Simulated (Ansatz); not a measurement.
# Resistivity from frozen vibrations: Ag(111) with 4 thermally displaced layers, 2x2

Aim: the resistivity of Ag at 800 K from frozen thermal displacements between perfect leads.

Method: Ansatz plane-wave DFT, PBE, PAW files; ballistic transport by layer matching (Landauer), zero bias; PAW set soft_1, in Ansatz 0.2.0.

**1. Set-up**

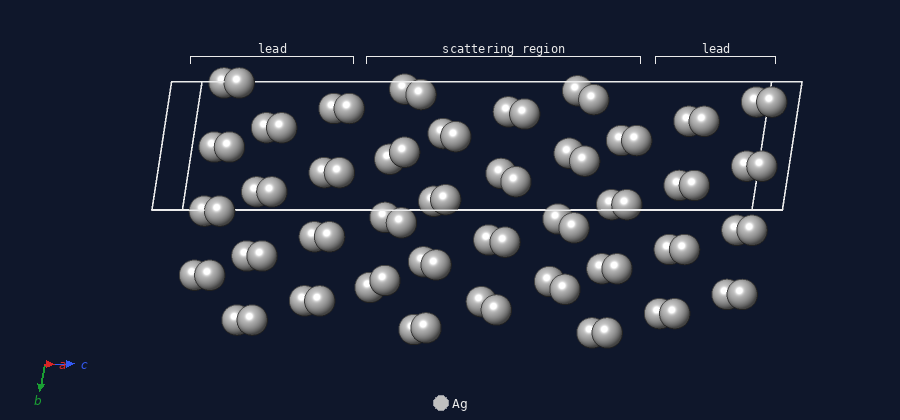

The starting structure, seen from the side, with the c axis across the page (silver light grey). 1×2×1 cells are drawn.

The cell holds 40 atoms: 40 Ag. Its edges and angles: a = 5.779 Å, b = 5.779 Å, c = 23.651 Å, α = 93.5°, β = 86.5°, γ = 120.0°. It derives from Ag. Regions: lead, 24 atoms (24 Ag); scattering region, 16 atoms (16 Ag). The structure is stacked along c, and the current runs across the ab planes.

**2. With 4 displaced layers**

Each atom of 4 layers is moved at random, by amounts drawn from a normal law 0.1462 Å wide in each direction from the Debye model (225 K) at 800 K. The layers about the cell's end stay perfect and serve as the lead. Disorder leaves little or no symmetry, which makes such runs dear. Energies from -0.05 to 0.05 eV in steps of 0.05 eV are too few for the program's thermal sum, so it prints no conductance; for a metal the transmission near the Fermi level serves, at a fraction of the cost.

Contents of input.yaml:

```yaml
crystal:
  lattice:
    - [5.7787594586, 0.0, 0.0]
    - [-2.8893797293, 5.0045524935, 0.0]
    - [1.4446898646, -0.8340920822, 23.5916866996]
  atoms:
    - { symbol: Ag, position: [0.9916666667, 0.0083333333, 0.05] }
    - { symbol: Ag, position: [0.9916666667, 0.5083333333, 0.05] }
    - { symbol: Ag, position: [0.4916666667, 0.0083333333, 0.05] }
    - { symbol: Ag, position: [0.4916666667, 0.5083333333, 0.05] }
    - { symbol: Ag, position: [0.1416666667, 0.3583333333, 0.15] }
    - { symbol: Ag, position: [0.1416666667, 0.8583333333, 0.15] }
    - { symbol: Ag, position: [0.6416666667, 0.3583333333, 0.15] }
    - { symbol: Ag, position: [0.6416666667, 0.8583333333, 0.15] }
    - { symbol: Ag, position: [0.2916666667, 0.2083333333, 0.25] }
    - { symbol: Ag, position: [0.2916666667, 0.7083333333, 0.25] }
    - { symbol: Ag, position: [0.7916666667, 0.2083333333, 0.25] }
    - { symbol: Ag, position: [0.7916666667, 0.7083333333, 0.25] }
    - { symbol: Ag, position: [0.9611243604, 0.0993130487, 0.3575882192] }
    - { symbol: Ag, position: [0.9249517846, 0.549085747, 0.3467323933] }
    - { symbol: Ag, position: [0.4544876183, 0.0574670919, 0.3546276102] }
    - { symbol: Ag, position: [0.4179165813, 0.6039889405, 0.3494025184] }
    - { symbol: Ag, position: [0.1072736218, 0.4039530789, 0.4476511525] }
    - { symbol: Ag, position: [0.1156310196, 0.9322062832, 0.4487451502] }
    - { symbol: Ag, position: [0.5987145799, 0.4274622155, 0.4446074778] }
    - { symbol: Ag, position: [0.5598217097, 0.919177363, 0.4458452577] }
    - { symbol: Ag, position: [0.1816870762, 0.234073887, 0.5471028238] }
    - { symbol: Ag, position: [0.1896516352, 0.7147798244, 0.5502270034] }
    - { symbol: Ag, position: [0.7617254405, 0.2507562249, 0.5453927717] }
    - { symbol: Ag, position: [0.7621891, 0.7789722915, 0.5481411717] }
    - { symbol: Ag, position: [0.9208874734, 0.1385795486, 0.6487177237] }
    - { symbol: Ag, position: [0.8759105519, 0.6187430128, 0.6515337626] }
    - { symbol: Ag, position: [0.4013840746, 0.0701305528, 0.6459007287] }
    - { symbol: Ag, position: [0.3450118062, 0.5578174198, 0.6507833727] }
    - { symbol: Ag, position: [0.0416666667, 0.4583333333, 0.75] }
    - { symbol: Ag, position: [0.0416666667, 0.9583333333, 0.75] }
    - { symbol: Ag, position: [0.5416666667, 0.4583333333, 0.75] }
    - { symbol: Ag, position: [0.5416666667, 0.9583333333, 0.75] }
    - { symbol: Ag, position: [0.1916666667, 0.3083333333, 0.85] }
    - { symbol: Ag, position: [0.1916666667, 0.8083333333, 0.85] }
    - { symbol: Ag, position: [0.6916666667, 0.3083333333, 0.85] }
    - { symbol: Ag, position: [0.6916666667, 0.8083333333, 0.85] }
    - { symbol: Ag, position: [0.8416666667, 0.1583333333, 0.95] }
    - { symbol: Ag, position: [0.8416666667, 0.6583333333, 0.95] }
    - { symbol: Ag, position: [0.3416666667, 0.1583333333, 0.95] }
    - { symbol: Ag, position: [0.3416666667, 0.6583333333, 0.95] }
kpoints:
  mp_grid: { grid: [4, 4, 1] }
hamiltonian:
  xc: pbe
  pseudopotentials: { kind: paw, azcp: { folder: soft_1 } }
scf:
  occupations: { method: fermi_dirac, width: 0.1 }
output:
  transmission: { leads: [[0, 4]], kmesh: [8, 8], e_range: [-0.05, 0.05], de: 0.05 }
  write_potential: true
  write_density: true
  volumetric_format: npy
```

Run with:

```bash
ansatz run input.yaml --threads 4 --pin off --max-ram 15360MiB --backend cpu --events-out ev --progress --plain --runs-dir out
```

Numbers of over 12 decimals in the logs are rounded to 6 here.

The log of the run:

```text
Engine: ansatz 0.2.0, aarch64-unknown-linux-gnu
Pseudopotentials: kind: paw
Pseudopotential: Ag, paw, valence charge 19, recommended cutoff 420 eV (normal), soft_1/Ag.paw.azcp
Functional definition: PBE
  parameter kappa = 0.804
  parameter beta = 0.066725
  exchange = pbe_x(kappa = kappa, mu = beta*pi^2/3)
  correlation = pbe_c(beta = beta)
Crystal: 40 atoms, lattice volume = 682.274 Å³
Basis set: ecut = 420 eV, 13363 PW (Γ)
Bands: 456, of which v1, the nominal top of the filled ones, is band 380 counted from 1 (379 counted from 0)
Symmetry: 1 space group operations
Space group: P1 (ITA 1), of the structure as read, at distance tolerance 8.8e-5 Å
k-points: 10 of 16 (time reversal used)
Non-local potential: Ag, projectors of the file, l = 0: 3, l = 1: 2, l = 2: 2, l = 3: 1
PAW form: soft (Blöchl's): semilocal exchange-correlation on the pseudo side does not see the compensation charge
PAW one-centre angular grid: Ag, 590 points (default); XC on 64 Gauss nodes
Initial density: superposition of atomic densities (chi_scale 0.1, normalization cell)
Initial wavefunctions: pseudopotential atomic-orbital guess
Functional: x = pbe(κ = 0.804, μ = 0.219515), c = pbe(β = 0.066725)
SCF iter   1: F=—  HF=-303630.561663 eV  |F-HF|=—  |Δ(HF+E_count)|=         —  Δρ=7.03e-2  dr2=3.60e1  ethr=3.10e-3  ⟨swp⟩=4.0  Hψ=13580  notcnv=0  defer=97
preconditioner: auto → Kerker (q_TF=auto, 2.778 Å⁻¹)  [metal: Δε(μ)=0.043 eV  Ē_g=10.289 eV  σ=0.100 eV  W_gap=0.11  n_scr=260 (ndim 8)  ℏωp=29.8 eV  f_vac=0.000  D(μ)=14.12/eV (n_scr^D=80)]
SCF iter   2: F=—  HF=-303622.073791 eV  |F-HF|=—  |Δ(HF+E_count)|=    8.49e0  Δρ=2.48e-2  dr2=4.57e0  ethr=3.10e-3  ⟨swp⟩=2.4  Hψ=7629  notcnv=0  defer=540
SCF iter   3: F=—  HF=-303620.931722 eV  |F-HF|=—  |Δ(HF+E_count)|=    1.14e0  Δρ=9.63e-3  dr2=5.39e-1  ethr=6.01e-4  ⟨swp⟩=2.1  Hψ=6390  notcnv=0  defer=540
SCF iter   4: F=—  HF=-303620.917752 eV  |F-HF|=—  |Δ(HF+E_count)|=   1.40e-2  Δρ=2.22e-3  dr2=2.64e-2  ethr=7.10e-5  ⟨swp⟩=2.4  Hψ=7838  notcnv=0  defer=540
SCF iter   5: F=—  HF=-303620.924709 eV  |F-HF|=—  |Δ(HF+E_count)|=   6.96e-3  Δρ=4.29e-4  dr2=1.67e-3  ethr=3.48e-6  ⟨swp⟩=2.0  Hψ=6179  notcnv=0  defer=540
SCF iter   6: F=—  HF=-303620.925043 eV  |F-HF|=—  |Δ(HF+E_count)|=   3.34e-4  Δρ=2.66e-4  dr2=1.45e-3  ethr=2.20e-7  ⟨swp⟩=2.0  Hψ=7826  notcnv=0  defer=540
SCF iter   7: F=—  HF=-303620.924951 eV  |F-HF|=—  |Δ(HF+E_count)|=   9.21e-5  Δρ=5.77e-5  dr2=9.25e-5  ethr=1.90e-7  ⟨swp⟩=2.0  Hψ=6098  notcnv=0  defer=540
SCF iter   8: F=—  HF=-303620.925175 eV  |F-HF|=—  |Δ(HF+E_count)|=   2.24e-4  Δρ=2.10e-5  dr2=1.07e-5  ethr=1.22e-8  ⟨swp⟩=1.0  Hψ=4020  notcnv=0  defer=540
SCF iter   9: F=—  HF=-303620.925175 eV  |F-HF|=—  |Δ(HF+E_count)|=   1.26e-7  Δρ=6.91e-6  dr2=1.65e-6  ethr=1.41e-9  ⟨swp⟩=2.0  Hψ=6209  notcnv=0  defer=540
SCF iter  10: F=—  HF=-303620.925175 eV  |F-HF|=—  |Δ(HF+E_count)|=   1.73e-8  Δρ=4.23e-6  dr2=2.85e-7  ethr=2.17e-10  ⟨swp⟩=2.0  Hψ=7394  notcnv=0  defer=540
SCF iter  11: F=-303620.925175 eV  HF=-303620.925175 eV  |F-HF|=4.05e-8  |Δ(HF+E_count)|=   1.91e-8  Δρ=1.50e-6  dr2=4.55e-8  ethr=1.32e-11  ⟨swp⟩=7.8  Hψ=16325  notcnv=0
SCF 1 converged in 11 iterations: F = -303620.925175 eV  dr2 = 4.55e-8
  greatest PAW one-centre occupation: 1.001 electrons in one spin orbital (limit 2), on the Ag atom at site 16 (counted from 0), in its partial waves of l = 0
transmission: 108 of 1020 steps passed
transmission: 207 of 1020 steps passed
[...]
transmission: 1020 of 1020 steps passed
SCF converged after 11 iterations
Free energy (F): -303620.925175 eV
Harris-Foulkes:  -303620.925175 eV  (|F-HF|=4.05e-8)
Internal energy: -303620.493304 eV  (E = F + TS)
E sigma→0 (E₀):  -303620.709240 eV
Entropy (-TS):   -0.431871 eV (-10.797 meV/atom)
Fermi energy:    17.240744 eV
--- Per-component energies (eV) ---
  E_band       = -9469.354657
  E_kinetic    = 18727.595145
  E_local      = -84403.128961  (includes V_loc(G=0)·N_el)
  E_nonlocal   = 1269.151373
  E_hartree    = 41504.540268
  E_xc         = -6372.723916
  E_vxc        = -8067.514441  (∫ρ·V_xc dr)
  E_paw        = -158215.728176  (= ΣΔE_a)
  E_vpaw       = -20004.528841  (= ΣTr[D̂ρ^β])
  E_aug_tail   = 0.014953  (compensation charges beyond the density's cutoff)
  E_ewald      = -116130.213990
  E_smearing   = -0.431871  (= −TS)
  E_closure    = -0.000000  (closes the sum)
  Σ components = -303620.925175   (vs F -303620.925175, Δ=0.00e0)
--- Band table (eV; the first three rows and the last of 10) ---
  k-point 0: bands = [... 376 lower, 17.4087, 17.6814, 17.7084, 17.7564, 17.8094, 17.9989, 18.0459, 18.2198, ... 72 higher]
  k-point 1: bands = [... 376 lower, 16.8484, 16.8824, 16.9835, 17.1131, 17.1694, 17.2967, 17.5653, 17.7320, ... 72 higher]
  k-point 2: bands = [... 376 lower, 16.7991, 16.8469, 16.9856, 17.0230, 17.2933, 17.4050, 17.5811, 17.6741, ... 72 higher]
  k-point 9: bands = [... 376 lower, 16.8201, 16.8727, 16.8983, 16.9116, 17.5521, 17.5629, 17.5856, 17.6289, ... 72 higher]
--- Transmission ---
  basis      : 253 plane waves across, 30 finite elements along
  points     : 34, standing for a mesh of 8 x 8
  energies   : 3 from -0.050000 to 0.050000 eV about the Fermi level, 0.050000 eV apart; the leads are filled to 0.000000 eV, and channels, transmission and decay are at 0.000000 eV
  crystal 0  : Ag4, at the sites [0, 4], period 2.3592 Å, over 14.16 Å; its Hamiltonian steps by up to 5.8 meV
    offset         : up to 0.0000 Å between an atom of the period and one for which it stands
    channels       : 3.234375e0 a spin
    conductance    : none, the energies end too early or step too widely for 300 K: set another output.transmission.e_range or a lower de, or, where they end at an eighth of basis.ecutwfc, a higher one
  junction   : crystal 0 to crystal 0, 0.70 to 21.93 Å
    transmission   : 3.089445e0 a spin
    conductance    : none, the energies end too early or step too widely for 300 K: set another output.transmission.e_range or a lower de, or, where they end at an eighth of basis.ecutwfc, a higher one
```

The job ended after 9.6 min (4 threads of Arm Neoverse V1, shared host; peak memory 6 GiB; 33 min of CPU time).

This step gave:

```
free energy                                    : -303620.9252 eV
energy at zero smearing                        : -303620.7092 eV
Fermi energy                                   : 17.24 eV
cell area                                      : 28.92 Å²
transmission per spin nearest the Fermi level  : 3.089
open channels per spin nearest the Fermi level : 3.234
step of the lead's potential                   : 5.8 meV
```

Per spin. The transmission, zone mean stays at 3.09 for energy from -0.05 to 0.05 eV.

Per spin. The open channels, zone mean, lead stays at 3.23 for energy from -0.05 to 0.05 eV.

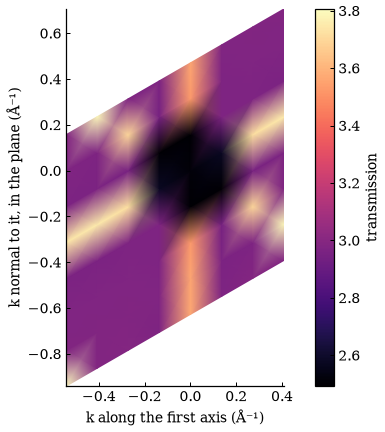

Transmission over k1 and k2. At 0.0000 eV from the Fermi level.

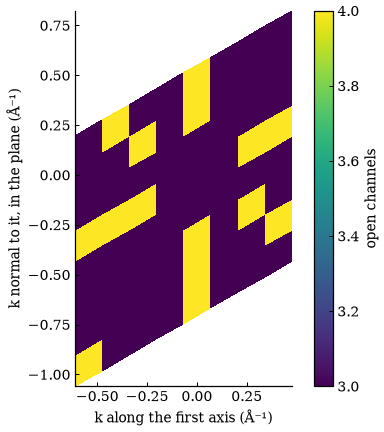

Open channels over k1 and k2. At 0.0000 eV from the Fermi level.

Over the solved energies the transmission per spin lies between 3.09 and 3.09, out of 3.23 channels of the lead on average (up to 3.23).

**3. With 8 displaced layers**

System of this step: Ag(111) with 8 thermally displaced layers, 2x2. The cell holds 56 atoms: 56 Ag. Cell: a = 5.779 Å, b = 5.779 Å, c = 33.070 Å, α = 87.5°, β = 92.5°, γ = 120.0°. It derives from Ag. Regions: lead, 24 atoms (24 Ag); scattering region, 32 atoms (32 Ag). The structure is stacked along c, and the current runs across the ab planes.

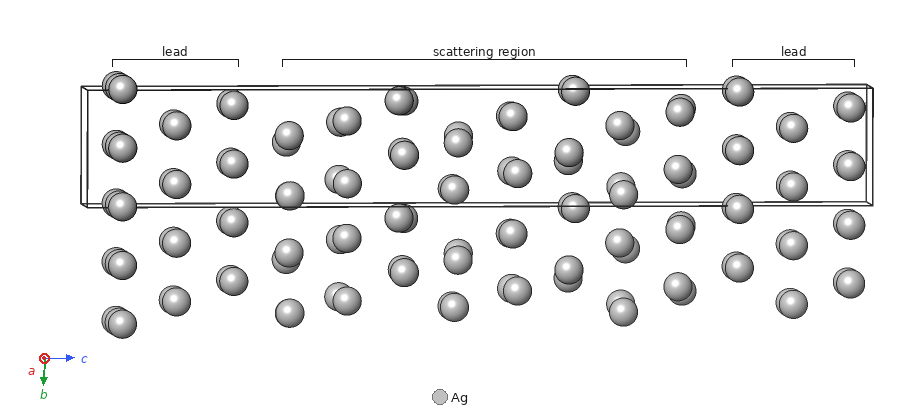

The cell of this step (silver light grey). 1×2×1 cells are drawn. Some periodic images of atoms are drawn too.

Contents of input.yaml:

```yaml
crystal:
  lattice:
    - [5.7787594586, 0.0, 0.0]
    - [-2.8893797293, 5.0045524935, 0.0]
    - [-1.4446898646, 0.8340920822, 33.0283613795]
  atoms:
    - { symbol: Ag, position: [0.005952381, 0.994047619, 0.0357142857] }
    - { symbol: Ag, position: [0.005952381, 0.494047619, 0.0357142857] }
    - { symbol: Ag, position: [0.505952381, 0.994047619, 0.0357142857] }
    - { symbol: Ag, position: [0.505952381, 0.494047619, 0.0357142857] }
    - { symbol: Ag, position: [0.1845238095, 0.3154761905, 0.1071428571] }
    - { symbol: Ag, position: [0.1845238095, 0.8154761905, 0.1071428571] }
    - { symbol: Ag, position: [0.6845238095, 0.3154761905, 0.1071428571] }
    - { symbol: Ag, position: [0.6845238095, 0.8154761905, 0.1071428571] }
    - { symbol: Ag, position: [0.3630952381, 0.1369047619, 0.1785714286] }
    - { symbol: Ag, position: [0.3630952381, 0.6369047619, 0.1785714286] }
    - { symbol: Ag, position: [0.8630952381, 0.1369047619, 0.1785714286] }
    - { symbol: Ag, position: [0.8630952381, 0.6369047619, 0.1785714286] }
    - { symbol: Ag, position: [0.0452501432, 0.9357329634, 0.2561323547] }
    - { symbol: Ag, position: [0.0719152703, 0.4763612167, 0.2517778051] }
    - { symbol: Ag, position: [0.5468407489, 0.918976513, 0.2527170226] }
    - { symbol: Ag, position: [0.5313541685, 0.4064464805, 0.2515358252] }
    - { symbol: Ag, position: [0.22499316, 0.3029121898, 0.3194854467] }
    - { symbol: Ag, position: [0.2241373078, 0.7904221216, 0.3175505656] }
    - { symbol: Ag, position: [0.7342097252, 0.2763329208, 0.323608115] }
    - { symbol: Ag, position: [0.7233475371, 0.8110408853, 0.3241069686] }
    - { symbol: Ag, position: [0.4044646482, 0.1187192505, 0.3984323471] }
    - { symbol: Ag, position: [0.4217876903, 0.5545786275, 0.3967655533] }
    - { symbol: Ag, position: [0.9084599789, 0.0991915449, 0.3884020211] }
    - { symbol: Ag, position: [0.9126015397, 0.5639199099, 0.395366231] }
    - { symbol: Ag, position: [0.0867267063, 0.8761196267, 0.4629468837] }
    - { symbol: Ag, position: [0.0489460265, 0.4286302819, 0.4709877711] }
    - { symbol: Ag, position: [0.6021745572, 0.8711086118, 0.4617412054] }
    - { symbol: Ag, position: [0.6185523707, 0.4684381035, 0.4661498348] }
    - { symbol: Ag, position: [0.2414057941, 0.2527383866, 0.5356407354] }
    - { symbol: Ag, position: [0.2403584119, 0.7223098096, 0.5374281523] }
    - { symbol: Ag, position: [0.7622186179, 0.2414952904, 0.534733178] }
    - { symbol: Ag, position: [0.7172408489, 0.7289576944, 0.5410535799] }
    - { symbol: Ag, position: [0.4096629357, 0.0224417437, 0.613048601] }
    - { symbol: Ag, position: [0.4787688665, 0.6270023213, 0.6074195126] }
    - { symbol: Ag, position: [0.9026886203, 0.0222174413, 0.6130016697] }
    - { symbol: Ag, position: [0.9870523814, 0.5419759157, 0.6042790897] }
    - { symbol: Ag, position: [0.1158497898, 0.8628518991, 0.6773740386] }
    - { symbol: Ag, position: [0.1078571245, 0.3917038846, 0.6834166847] }
    - { symbol: Ag, position: [0.6267633123, 0.9140536659, 0.6767131577] }
    - { symbol: Ag, position: [0.5890910104, 0.3255217336, 0.6721545018] }
    - { symbol: Ag, position: [0.3036082556, 0.1906687164, 0.7525664861] }
    - { symbol: Ag, position: [0.3252941743, 0.7463551431, 0.753592984] }
    - { symbol: Ag, position: [0.8152451247, 0.2055867358, 0.7469096515] }
    - { symbol: Ag, position: [0.7652015409, 0.69491209, 0.7449997997] }
    - { symbol: Ag, position: [0.4702380952, 0.0297619048, 0.8214285714] }
    - { symbol: Ag, position: [0.4702380952, 0.5297619048, 0.8214285714] }
    - { symbol: Ag, position: [0.9702380952, 0.0297619048, 0.8214285714] }
    - { symbol: Ag, position: [0.9702380952, 0.5297619048, 0.8214285714] }
    - { symbol: Ag, position: [0.1488095238, 0.8511904762, 0.8928571429] }
    - { symbol: Ag, position: [0.1488095238, 0.3511904762, 0.8928571429] }
    - { symbol: Ag, position: [0.6488095238, 0.8511904762, 0.8928571429] }
    - { symbol: Ag, position: [0.6488095238, 0.3511904762, 0.8928571429] }
    - { symbol: Ag, position: [0.3273809524, 0.1726190476, 0.9642857143] }
    - { symbol: Ag, position: [0.3273809524, 0.6726190476, 0.9642857143] }
    - { symbol: Ag, position: [0.8273809524, 0.1726190476, 0.9642857143] }
    - { symbol: Ag, position: [0.8273809524, 0.6726190476, 0.9642857143] }
kpoints:
  mp_grid: { grid: [4, 4, 1] }
hamiltonian:
  xc: pbe
  pseudopotentials: { kind: paw, azcp: { folder: soft_1 } }
scf:
  occupations: { method: fermi_dirac, width: 0.1 }
output:
  transmission: { leads: [[0, 4]], kmesh: [8, 8], e_range: [-0.05, 0.05], de: 0.05 }
  write_potential: true
  write_density: true
  volumetric_format: npy
```

The log of the run:

```text
[...]
Crystal: 56 atoms, lattice volume = 955.184 Å³
Basis set: ecut = 420 eV, 18759 PW (Γ)
Bands: 639, of which v1, the nominal top of the filled ones, is band 532 counted from 1 (531 counted from 0)
Symmetry: 1 space group operations
[...]
k-points: 10 of 16 (time reversal used)
[...]
SCF iter   1: F=—  HF=-425079.841732 eV  |F-HF|=—  |Δ(HF+E_count)|=         —  Δρ=6.99e-2  dr2=5.00e1  ethr=3.10e-3  ⟨swp⟩=4.0  Hψ=19040  notcnv=0  defer=134
[...]
SCF iter  12: F=-425066.482780 eV  HF=-425066.482780 eV  |F-HF|=1.75e-9  |Δ(HF+E_count)|=   1.03e-8  Δρ=7.13e-7  dr2=5.43e-9  ethr=9.40e-12  ⟨swp⟩=8.1  Hψ=23379  notcnv=0
SCF 1 converged in 12 iterations: F = -425066.482780 eV  dr2 = 5.43e-9
[...]
transmission: 141 of 1394 steps passed
transmission: 282 of 1394 steps passed
[...]
transmission: 1394 of 1394 steps passed
SCF converged after 12 iterations
Free energy (F): -425066.482780 eV
[...]
Internal energy: -425065.856115 eV  (E = F + TS)
E sigma→0 (E₀):  -425066.169447 eV
Entropy (-TS):   -0.626665 eV (-11.190 meV/atom)
Fermi energy:    17.179277 eV
[...]
--- Band table (eV; the first three rows and the last of 10) ---
  k-point 0: bands = [... 528 lower, 17.4947, 17.6144, 17.7327, 17.8186, 17.8588, 17.9191, 17.9882, 18.0321, ... 103 higher]
  k-point 1: bands = [... 528 lower, 16.9817, 17.0224, 17.0439, 17.1371, 17.1410, 17.2616, 17.3615, 17.4289, ... 103 higher]
  k-point 2: bands = [... 528 lower, 16.9087, 16.9489, 16.9871, 17.0102, 17.0468, 17.1081, 17.2341, 17.2608, ... 103 higher]
  k-point 9: bands = [... 528 lower, 16.8090, 16.8172, 17.0407, 17.0719, 17.1117, 17.1270, 17.4033, 17.4298, ... 103 higher]
--- Transmission ---
  basis      : 253 plane waves across, 41 finite elements along
  points     : 34, standing for a mesh of 8 x 8
[...]
channels       : 3.328125e0 a spin
[...]
junction   : crystal 0 to crystal 0, 0.70 to 31.37 Å
    transmission   : 3.000699e0 a spin
[...]
```

The job ended after 18 min (4 threads; peak memory 9.8 GiB).

This step gave:

- free energy: -425066.4828 eV
- energy at zero smearing: -425066.1694 eV
- Fermi energy: 17.18 eV
- transmission per spin nearest the Fermi level: 3.001
- open channels per spin nearest the Fermi level: 3.328
- step of the lead's potential: 6.8 meV

Per spin. The transmission, zone mean by energy, zero at the Fermi level:

| energy (eV) | transmission, zone mean |
| --- | --- |
| -0.0500 | 3.00 |
| 0.0000 | 3.00 |
| 0.0500 | 2.95 |

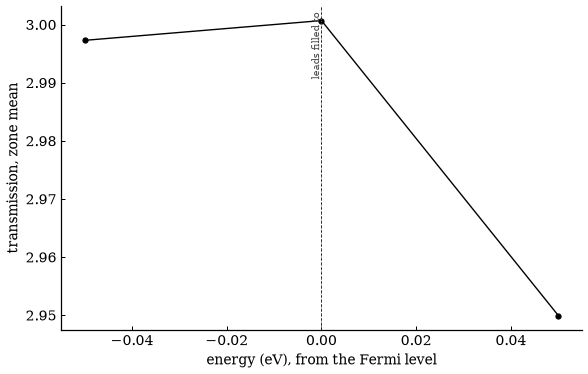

Transmission, zone mean against energy.

Over the solved energies the transmission per spin lies between 2.95 and 3.00, out of 3.30 channels of the lead on average (up to 3.33).

(Part 1 of 2 ends here.)

[Logs are printed without paths, hosts, clocks, repeated set-up lines and the standing remarks that a program may print on its own settings, such as how far it seeks lower states.]

[Hosts, paths, dates, database ids (printed as entryN), source tags and the programs' standing remarks are cut or masked in the printed files.]
